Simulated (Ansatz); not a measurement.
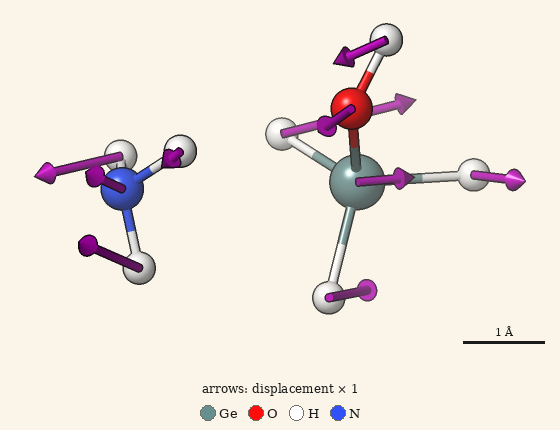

This is a relaxation of GeNH₇O. The starting structure is drawn; purple arrows show the displacements, at their true length. The two geometries are superimposed by the best rigid fit.

A ball-and-stick model, seen from a free direction.

The run prepares an end point of a later path (reaction) calculation, from a guessed geometry.

Method: Ansatz, RKS PBE0-D4/def2-SVPD. Set-up: no spin polarisation; force threshold 0.03 eV/Å; at most 50 steps.

Question: Which element moves most?

Answer: Hydrogen: up to 1.83 Å, against 0.92 Å for oxygen.

Question: Describe the change and its energy.

Answer: After 32 accepted moves (37 points after the start) the energy has fallen by 0.112 eV. The largest force component goes from 0.64 to 0.022 eV/Å. The line search rejected the trial steps at points 6, 7, 15, 21, 27 of the run. The forces were under the threshold at step 19, but the run went on from there. An H atom moves most after the best rigid fit: 1.83 Å. By element the largest moves are H 1.83 Å, O 0.92 Å, N 0.86 Å, Ge 0.85 Å. Near-neighbour distances that change, for instance: H–N 1.034 → 1.020 Å, Ge–O 1.783 → 1.797 Å, Ge–H 1.545 → 1.539 Å. Among the angles between lasting bonds that change: H–N–H 109.4° → 106.7°, O–Ge–H 106.1° → 103.6°, O–Ge–H 107.0° → 109.3°. Cost: 76 s on 4 threads of Intel(R) Xeon(R) CPU @ 2.60GHz (Ice Lake), on a shared host, peak memory 0.41 GiB.

Limits of the set-up: the start holds two separate molecules, 2.2 Å apart at their closest, whose relative position is a soft coordinate.
